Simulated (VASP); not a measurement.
Band structure of Ni3Fe (space group Pm-3m). Calculation: PBEsol GGA, VASP's PBE PAW potentials (set 64) (plane waves; VASP).

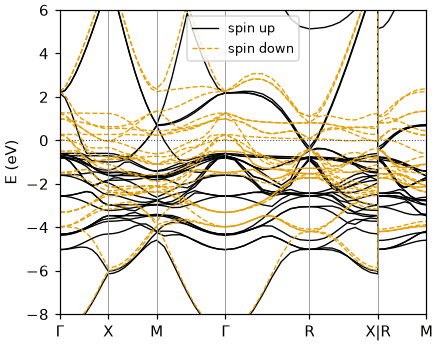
Figure. Bands along high-symmetry lines, zero at the valence-band maximum or, without a gap, the Fermi level

### Question
Read the plot: is there a gap, and where are the band edges?

### Answer
It has no gap at this level: it comes out as a metal or semimetal.

The structure is a typed Ni3Fe crystal (Pm-3m). The cell was not relaxed at this level.
